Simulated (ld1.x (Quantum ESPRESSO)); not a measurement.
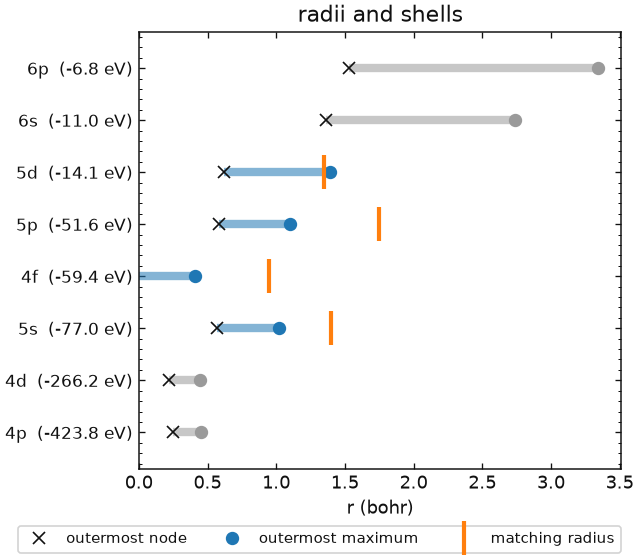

**Figure 1.** Outer shells of the all-electron reference atom: each bar runs from the outermost node (or the nucleus) to the outermost maximum of u(r); the tick is the radius chosen for the pseudo-wave. Shells without a tick have no pseudo-wave of their own. Levels, nodes and maxima are from ld1.x, non-relativistic.

- Radii against the shells: 5s: 1.40 bohr, outside the maximum; 4f: 0.95 bohr, outside the maximum; 5p: 1.75 bohr, outside the maximum; 5d: 1.35 bohr, between node and maximum.

**Pseudopotential generation: Re (part 1 of 2)**

- system: rhenium (Re, Z = 75), core [Kr] 4d10, reference valence 4f14 5s2 5p6 5d5 6s1 6p0 (an ion of charge +1), valence charge 29.
- method: RRKJ potential, PBEsol, non-relativistic, made with ld1.x (Quantum ESPRESSO) 7.5

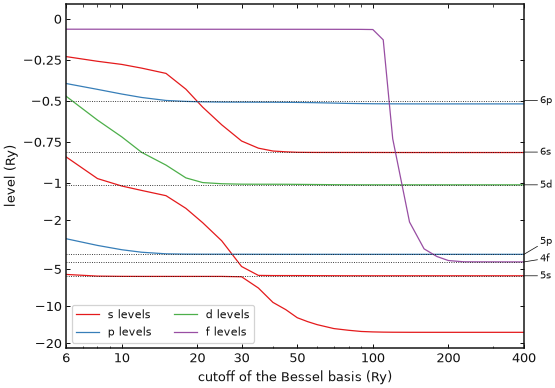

**Figure 2.** The pseudo-atom Hamiltonian at the reference potential is diagonalised in spherical Bessel functions (20 bohr box) up to the cutoff. Curves: the lowest levels of each channel that holds a bound state. Dotted lines: the all-electron valence levels.

- Ghost states: ghost state below the valence levels: s at -221.8 eV. A ghost is a state of the pseudo-atom that lies below a valence level of its channel, or is bound in a channel without one, and matches no all-electron valence level; bound levels above the valence ones can be real empty states. Not every valence level is met: 6p ends 0.020 Ry too low at the highest cutoff, where a miss can come from the basis as well as from the potential. In Ry: s -16.30.
- Onset of the ghost: the lowest s curve lies clearly below the lowest valence level of its channel from about 35 Ry on and ends at -16.30 Ry.
- All-electron valence levels: 5s: -5.7 Ry; 6s: -0.81 Ry; 5p: -3.8 Ry; 6p: -0.50 Ry; 5d: -1.03 Ry; 4f: -4.4 Ry.

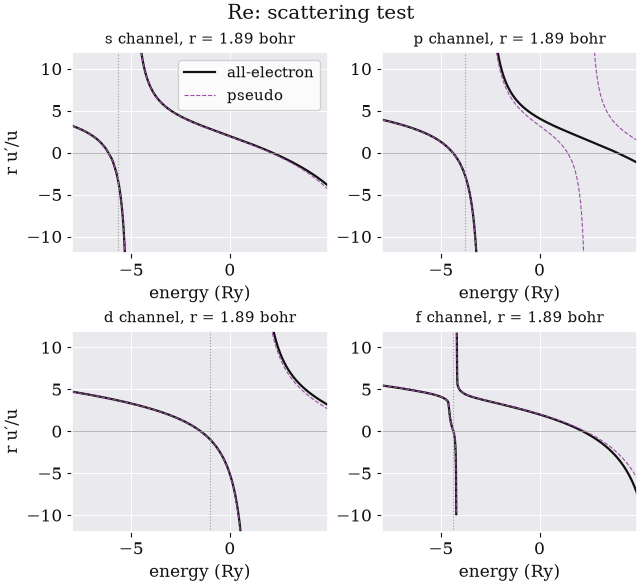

**Figure 3.** Logarithmic derivatives r u′/u at the test radius against energy, all-electron atom (solid) and pseudo-atom (dashed). Here u = r R(r). The dotted line marks the reference energy of the channel.

- Poles, where the radial function vanishes at the test radius: s: all-electron at -5.0 Ry, pseudo at -5.0 Ry; p: all-electron at -2.8 Ry, pseudo at -2.8 and 2.5 Ry; d: all-electron at 1.2 Ry, pseudo at 1.2 Ry; f: all-electron at -4.3 Ry, pseudo at -4.3 Ry.
- Zeros of the logarithmic derivative: s: all-electron -6.2 and 2.1 Ry, pseudo -6.2 and 2.1 Ry; p: all-electron -4.4 and 3.9 Ry, pseudo -4.4 and 1.4 Ry; d: all-electron -1.5 Ry, pseudo -1.5 Ry; f: all-electron -4.4 and 2.2 Ry, pseudo -4.4 and 2.3 Ry. The potential isn't sound: its ghost test gives ghost state below the valence levels: s at -221.8 eV.

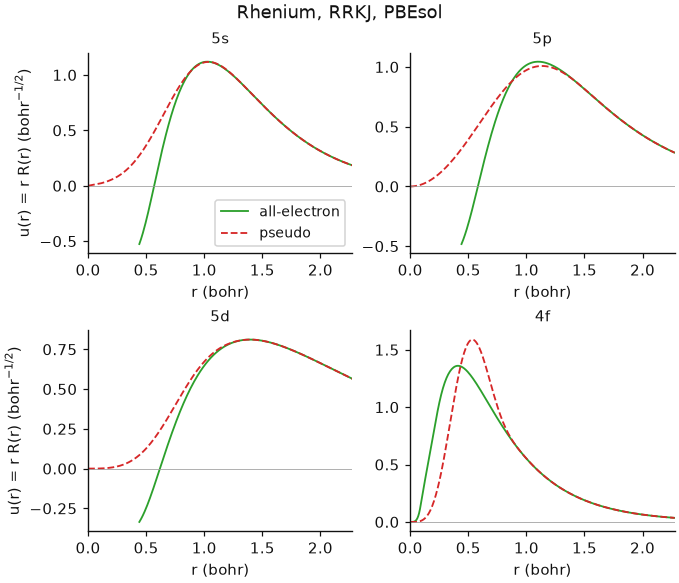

**Figure 4.** Pseudo-waves (dashed) against the all-electron radial functions (solid). The innermost oscillations of some all-electron curves aren't drawn. Reference configuration 4f14 5s2 5p6 5d5 6s1 6p0.

- Matching radii: 5s at 1.40 bohr; 5p at 1.75 bohr; 5d at 1.35 bohr; 4f at 0.95 bohr. The curves merge smoothly, so the plot gives these only roughly.
- Nodes of the pseudo-waves: 5s has no node; 5p has no node; 5d has no node; 4f has no node.
- Cutoffs needed: over 300 Ry (loose) and over 300 Ry (tight), as the cutoffs, on a coarse ladder, from which the occupation-weighted sum of valence levels, in a spherical-Bessel basis at the reference potential, stays within 10 and 1 mRy of its value at 400 Ry.

These pictures come from the run below.

### Input
```
 &input
   title='Re', zed=75., rel=0, dft='PBESOL', iswitch=3,
   config='[Xe] 4f14 5d5 6s1 6p0',
   nld=4, rlderiv=1.90, eminld=-8.0, emaxld=5.0, deld=0.04
 /
 &inputp
   pseudotype=2, tm=.false., rho0=0.005, lloc=-1, rcloc=1.04,
   nlcc=.false.,
   file_pseudopw='Re.UPF', file_wfcaegen='ae.wfc', file_wfcncgen='nc.wfc', file_beta='beta', file_chi='chi'
 /
4
5S  1  0   2.00   0.00  1.40  1.40  0.0
5P  2  1   6.00   0.00  1.75  1.75  0.0
5D  3  2   5.00   0.00  1.35  1.35  0.0
4F  4  3  14.00   0.00  0.95  0.95  0.0
 &test
   configts(1)='4f14 5s2 5p6 5d5 6s1 6p0'
 /
```

### Input of the test run
```
 &input
   title='Re', zed=75., rel=0, dft='PBESOL', iswitch=2,
   config='[Xe] 4f14 5d5 6s1 6p0'
 /
 &test
   file_pseudo='Re.UPF', nconf=8,
   configts(1)='4f14 5s2 5p6 5d5 6s1 6p0',
   configts(2)='4f14 5s2 5p6 5d5 6s2 6p0',
   configts(3)='4f14 5s2 5p6 5d5 6s0 6p0',
   configts(4)='4f14 5s2 5p6 5d4 6s0 6p0',
   configts(5)='4f13 5s2 5p6 5d5 6s2 6p0',
   configts(6)='4f14 5s2 5p6 5d3 6s0 6p0',
   configts(7)='4f14 5s2 5p6 5d4 6s2 6p0',
   configts(8)='4f13 5s2 5p6 5d6 6s1 6p0'
 /
```

Run as:
```bash
ld1.x < Re.in > Re.out
```

### Log
```
     Program LD1 v.7.5
     --------------------------- All-electron run ----------------------------

     Re

     atomic number is 75.00
     dft =PBESOL   lsd =0 sic =0 latt =0  beta=0.20 tr2=1.0E-14
     Exchange-correlation= PBESOL
                           (   1   4  10   8   0   0   0)
     mesh =1275 r(mesh) = 100.23444 a.u. xmin = -7.00 dx = 0.01250
     1 Ry =  13.60569312 eV

     n l     nl                  e(Ry)          e(Ha)          e(eV)
     1 0     1S 1( 2.00)     -4817.8612     -2408.9306    -65550.3417
     2 0     2S 1( 2.00)      -794.9524      -397.4762    -10815.8787
     2 1     2P 1( 6.00)      -762.5640      -381.2820    -10375.2111
     3 0     3S 1( 2.00)      -182.8907       -91.4453     -2488.3543
     3 1     3P 1( 6.00)      -167.8125       -83.9063     -2283.2058
     4 0     4S 1( 2.00)       -37.4881       -18.7441      -510.0518
     4 1     4P 1( 6.00)       -31.1485       -15.5742      -423.7963
     3 2     3D 1(10.00)      -139.6738       -69.8369     -1900.3590
     5 0     5S 1( 2.00)        -5.6612        -2.8306       -77.0242
     5 1     5P 1( 6.00)        -3.7894        -1.8947       -51.5569
     4 2     4D 1(10.00)       -19.5686        -9.7843      -266.2450
     4 3     4F 1(14.00)        -4.3675        -2.1838       -59.4230
     5 2     5D 1( 5.00)        -1.0329        -0.5165       -14.0539
     6 0     6S 1( 1.00)        -0.8111        -0.4056       -11.0361
     6 1     6P 1( 0.00)        -0.4971        -0.2486        -6.7635

     final scf error:  3.0E-15 reached in  34 iterations

     Etot =  -31567.361966 Ry,  -15783.680983 Ha, -429495.839610 eV

     Ekin =   31558.489327 Ry,   15779.244664 Ha,  429375.121211 eV
     Encl =  -75142.524113 Ry,  -37571.262057 Ha,-1022366.123570 eV
     Eh   =   12635.028287 Ry,    6317.514143 Ha,  171908.317468 eV
     Exc  =    -618.355467 Ry,    -309.177733 Ha,   -8413.154719 eV

     normalization and overlap integrals

     s(1S/1S) =  1.000000  <r> =   0.0202  <r2> =    0.0005  r(max) =   0.0133
     s(2S/2S) =  1.000000  <r> =   0.0853  <r2> =    0.0085  r(max) =   0.0730
     s(2P/2P) =  1.000000  <r> =   0.0721  <r2> =    0.0063  r(max) =   0.0568
     s(3S/3S) =  1.000000  <r> =   0.2164  <r2> =    0.0533  r(max) =   0.2009
     s(3P/3P) =  1.000000  <r> =   0.2065  <r2> =    0.0493  r(max) =   0.1887
     s(4S/4S) =  1.000000  <r> =   0.4813  <r2> =    0.2611  r(max) =   0.4527
     s(4P/4P) =  1.000000  <r> =   0.4878  <r2> =    0.2702  r(max) =   0.4527
     s(3D/3D) =  1.000000  <r> =   0.1809  <r2> =    0.0382  r(max) =   0.1488
     s(5S/5S) =  1.000000  <r> =   1.1371  <r2> =    1.4521  r(max) =   1.0202
     s(5P/5P) =  1.000000  <r> =   1.2536  <r2> =    1.7800  r(max) =   1.0997
     s(4D/4D) =  1.000000  <r> =   0.5024  <r2> =    0.2920  r(max) =   0.4471
     s(4F/4F) =  1.000000  <r> =   0.5637  <r2> =    0.3922  r(max) =   0.4096
     s(5D/5D) =  1.000000  <r> =   1.7997  <r2> =    3.8406  r(max) =   1.3945
     s(6S/6S) =  1.000000  <r> =   3.1432  <r2> =   11.1363  r(max) =   2.7388
     s(6P/6P) =  1.000000  <r> =   3.9163  <r2> =   17.4008  r(max) =   3.3452

     ------------------------ End of All-electron run ------------------------

     --------------------- Generating NC pseudopotential ---------------------

      Generating local potential from pseudized AE potential:
      Matching radius rcloc =   1.0400

      Local pseudo, rcloc= 1.033 Estimated cut-off energy=    23.08 Ry

      Wfc   5S  rcut= 1.394  Estimated cut-off energy=       26.24 Ry
      Using 4 Bessel functions for this wfc, rho(0) = 0.005
      This function has    0 nodes for 0 < r <    1.394

      Wfc   5P  rcut= 1.746  Estimated cut-off energy=       59.87 Ry
      This function has    0 nodes for 0 < r <    1.746

      Wfc   5D  rcut= 1.360  Estimated cut-off energy=      123.89 Ry
      This function has    0 nodes for 0 < r <    1.360

      Wfc   4F  rcut= 0.958  Estimated cut-off energy=      326.01 Ry
      This function has    0 nodes for 0 < r <    0.958

       Warning: n=2, l=0 expected 1 nodes, found 2
       Setting wfc to zero for this iteration
       (This warning will only be printed once per wavefunction)

     ------------------- End of pseudopotential generation -------------------

     --------------------------- All-electron run ----------------------------

     Re

     atomic number is 75.00
     dft =PBESOL   lsd =0 sic =0 latt =0  beta=0.20 tr2=1.0E-14
     Exchange-correlation= PBESOL
                           (   1   4  10   8   0   0   0)
     mesh =1275 r(mesh) = 100.23444 a.u. xmin = -7.00 dx = 0.01250
     1 Ry =  13.60569312 eV

     n l     nl                  e(Ry)          e(Ha)          e(eV)
     1 0     1S 1( 2.00)     -4817.8612     -2408.9306    -65550.3417
     2 0     2S 1( 2.00)      -794.9524      -397.4762    -10815.8787
     2 1     2P 1( 6.00)      -762.5640      -381.2820    -10375.2111
     3 0     3S 1( 2.00)      -182.8907       -91.4453     -2488.3543
     3 1     3P 1( 6.00)      -167.8125       -83.9063     -2283.2058
     4 0     4S 1( 2.00)       -37.4881       -18.7441      -510.0518
     4 1     4P 1( 6.00)       -31.1485       -15.5742      -423.7963
     3 2     3D 1(10.00)      -139.6738       -69.8369     -1900.3590
     5 0     5S 1( 2.00)        -5.6612        -2.8306       -77.0242
     5 1     5P 1( 6.00)        -3.7894        -1.8947       -51.5569
     4 2     4D 1(10.00)       -19.5686        -9.7843      -266.2450
     4 3     4F 1(14.00)        -4.3675        -2.1838       -59.4230
     5 2     5D 1( 5.00)        -1.0329        -0.5165       -14.0539
     6 0     6S 1( 1.00)        -0.8111        -0.4056       -11.0361
     6 1     6P 1( 0.00)        -0.4971        -0.2486        -6.7635

     final scf error:  3.0E-15 reached in  34 iterations

     Etot =  -31567.361966 Ry,  -15783.680983 Ha, -429495.839610 eV

     Ekin =   31558.489327 Ry,   15779.244664 Ha,  429375.121211 eV
     Encl =  -75142.524113 Ry,  -37571.262057 Ha,-1022366.123570 eV
     Eh   =   12635.028287 Ry,    6317.514143 Ha,  171908.317468 eV
     Exc  =    -618.355467 Ry,    -309.177733 Ha,   -8413.154719 eV

     normalization and overlap integrals

     s(1S/1S) =  1.000000  <r> =   0.0202  <r2> =    0.0005  r(max) =   0.0133
     s(2S/2S) =  1.000000  <r> =   0.0853  <r2> =    0.0085  r(max) =   0.0730
     s(2P/2P) =  1.000000  <r> =   0.0721  <r2> =    0.0063  r(max) =   0.0568
     s(3S/3S) =  1.000000  <r> =   0.2164  <r2> =    0.0533  r(max) =   0.2009
     s(3P/3P) =  1.000000  <r> =   0.2065  <r2> =    0.0493  r(max) =   0.1887
     s(4S/4S) =  1.000000  <r> =   0.4813  <r2> =    0.2611  r(max) =   0.4527
     s(4P/4P) =  1.000000  <r> =   0.4878  <r2> =    0.2702  r(max) =   0.4527
     s(3D/3D) =  1.000000  <r> =   0.1809  <r2> =    0.0382  r(max) =   0.1488
     s(5S/5S) =  1.000000  <r> =   1.1371  <r2> =    1.4521  r(max) =   1.0202
     s(5P/5P) =  1.000000  <r> =   1.2536  <r2> =    1.7800  r(max) =   1.0997
     s(4D/4D) =  1.000000  <r> =   0.5024  <r2> =    0.2920  r(max) =   0.4471
     s(4F/4F) =  1.000000  <r> =   0.5637  <r2> =    0.3922  r(max) =   0.4096
     s(5D/5D) =  1.000000  <r> =   1.7997  <r2> =    3.8406  r(max) =   1.3945
     s(6S/6S) =  1.000000  <r> =   3.1432  <r2> =   11.1363  r(max) =   2.7388
     s(6P/6P) =  1.000000  <r> =   3.9163  <r2> =   17.4008  r(max) =   3.3452

     ------------------------ End of All-electron run ------------------------

     Computing logarithmic derivative in   1.89417

       Warning: n=4, l=3 expected 0 nodes, found 1
       Setting wfc to zero for this iteration
       (This warning will only be printed once per wavefunction)

       Warning: n=3, l=2 expected 0 nodes, found 1
       Setting wfc to zero for this iteration
       (This warning will only be printed once per wavefunction)

     Message from routine run_pseudo:
     Warning: convergence not achieved
     Computing logarithmic derivative in   1.89417
     Computing the partial wave expansion
     R is outside the sphere for l=    0 j= 0.00
     R is outside the sphere for l=    1 j= 0.00
     R is outside the sphere for l=    2 j= 0.00
     R is outside the sphere for l=    3 j= 0.00

     ---------------------- Testing the pseudopotential ----------------------

     Re

     atomic number is 75.00   valence charge is 29.00
     dft =PBESOL   lsd =0 sic =0 latt =0  beta=0.20 tr2=1.0E-14
     mesh =1275 r(mesh) = 100.23444 xmin = -7.00 dx = 0.01250

     n l     nl             e AE (Ry)        e PS (Ry)    De AE-PS (Ry)
     4 3     4F   1(14.00)       -4.36751       -4.36751        0.00000
     1 0     5S   1( 2.00)       -5.66117       -5.66117        0.00000
     2 1     5P   1( 6.00)       -3.78937       -3.78937        0.00000
     3 2     5D   1( 5.00)       -1.03294       -1.03294       -0.00000
     2 0     6S   1( 1.00)       -0.81114       -0.81114        0.00000
     3 1     6P   1( 0.00)       -0.49711       -0.51751        0.02040  !

     eps = 4.6E-10  iter =201

     Etot =  -31567.361966 Ry,  -15783.680983 Ha, -429495.839610 eV
     Etotps =  -763.756103 Ry,    -381.878052 Ha,  -10391.431164 eV

     Ekin =     777.360667 Ry,     388.680334 Ha,   10576.530688 eV
     Encl =   -1847.989786 Ry,    -923.994893 Ha,  -25143.181930 eV
     Ehrt =     680.534838 Ry,     340.267419 Ha,    9259.148166 eV
     Ecxc =     -57.713775 Ry,     -28.856888 Ha,    -785.235917 eV
     Epseu=    -315.948047 Ry,    -157.974024 Ha,   -4298.692171 eV

     ---------------------- End of pseudopotential test ----------------------
```

### Output of the test run (extracts)
```
     ---------------------- Testing the pseudopotential ----------------------

     Re

     atomic number is 75.00   valence charge is 29.00
     dft =PBESOL   lsd =0 sic =0 latt =0  beta=0.20 tr2=1.0E-14
     mesh =1275 r(mesh) = 100.23444 xmin = -7.00 dx = 0.01250

     n l     nl             e AE (Ry)        e PS (Ry)    De AE-PS (Ry)
     4 3     4F   1(14.00)       -4.36751       -0.05084       -4.31667  !
     1 0     5S   1( 2.00)       -5.66117       -0.20164       -5.45953  !
     2 1     5P   1( 6.00)       -3.78937       -1.56193       -2.22744  !
     3 2     5D   1( 5.00)       -1.03294       -0.00814       -1.02481  !
     2 0     6S   1( 1.00)       -0.81114       -0.24334       -0.56780  !
     3 1     6P   1( 0.00)       -0.49711       -0.49711        0.00000

     eps = 4.5E-15  iter = 37

     Etot =  -31567.361966 Ry,  -15783.680983 Ha, -429495.839612 eV
     Etotps =   -10.770658 Ry,      -5.385329 Ha,    -146.542272 eV

     Ekin =     -10.770658 Ry,      -5.385329 Ha,    -146.542272 eV
     Encl =       0.000000 Ry,       0.000000 Ha,       0.000000 eV
     Ehrt =       0.000000 Ry,       0.000000 Ha,       0.000000 eV
     Ecxc =       0.000000 Ry,       0.000000 Ha,       0.000000 eV

     ---------------------- End of pseudopotential test ----------------------

     ---------------------- Testing the pseudopotential ----------------------

     Re

     atomic number is 75.00   valence charge is 29.00
     dft =PBESOL   lsd =0 sic =0 latt =0  beta=0.20 tr2=1.0E-14
     mesh =1275 r(mesh) = 100.23444 xmin = -7.00 dx = 0.01250

     n l     nl             e AE (Ry)        e PS (Ry)    De AE-PS (Ry)
     4 3     4F   1(14.00)       -3.83024       -0.00011       -3.83013  !
     1 0     5S   1( 2.00)       -5.12270       -0.05441       -5.06828  !
     2 1     5P   1( 6.00)       -3.25018       -0.01070       -3.23948  !
     3 2     5D   1( 5.00)       -0.50506       -0.00326       -0.50180  !
     2 0     6S   1( 2.00)       -0.36123       -0.00026       -0.36097  !
     3 1     6P   1( 0.00)       -0.10642       -0.10642        0.00000

     eps = 5.8E-15  iter = 57

     Etot =  -31567.944120 Ry,  -15783.972060 Ha, -429503.760218 eV
     Etotps =    -0.191381 Ry,      -0.095691 Ha,      -2.603877 eV
     dEtot_ae =      -0.582154 Ry
     dEtot_ps =      10.579277 Ry,   Delta E=     -11.161431 Ry

     Ekin =      -0.191381 Ry,      -0.095691 Ha,      -2.603877 eV
     Encl =       0.000000 Ry,       0.000000 Ha,       0.000000 eV
     Ehrt =       0.000000 Ry,       0.000000 Ha,       0.000000 eV
     Ecxc =       0.000000 Ry,       0.000000 Ha,       0.000000 eV

     ---------------------- End of pseudopotential test ----------------------

     ---------------------- Testing the pseudopotential ----------------------

     Re

     atomic number is 75.00   valence charge is 29.00
     dft =PBESOL   lsd =0 sic =0 latt =0  beta=0.20 tr2=1.0E-14
     mesh =1275 r(mesh) = 100.23444 xmin = -7.00 dx = 0.01250

     n l     nl             e AE (Ry)        e PS (Ry)    De AE-PS (Ry)
     4 3     4F   1(14.00)       -4.97977       -4.36751       -0.61226  !
     1 0     5S   1( 2.00)       -6.27321       -5.66117       -0.61204  !
     2 1     5P   1( 6.00)       -4.40113       -3.78937       -0.61176  !
     3 2     5D   1( 5.00)       -1.62438       -1.03294       -0.59144  !
     2 0     6S   1( 0.00)       -1.29915       -1.29915        0.00000
     3 1     6P   1( 0.00)       -0.93255       -0.51751       -0.41504  !

     eps = 1.2E-10  iter =201

     Etot =  -31566.309402 Ry,  -15783.154701 Ha, -429481.518752 eV
     Etotps =  -762.944963 Ry,    -381.472482 Ha,  -10380.395041 eV
     dEtot_ae =       1.052564 Ry
     dEtot_ps =    -752.174305 Ry,   Delta E=     753.226869 Ry

     Ekin =     778.171808 Ry,     389.085904 Ha,   10587.566810 eV
     Encl =   -1847.989786 Ry,    -923.994893 Ha,  -25143.181929 eV
     Ehrt =     680.534838 Ry,     340.267419 Ha,    9259.148165 eV
     Ecxc =     -57.713775 Ry,     -28.856888 Ha,    -785.235917 eV
     Epseu=    -315.948047 Ry,    -157.974024 Ha,   -4298.692171 eV

     ---------------------- End of pseudopotential test ----------------------
```

(Continued in part 2.) Outcome of the run: generated, with a ghost state; ld1.x warns of wrong node counts.
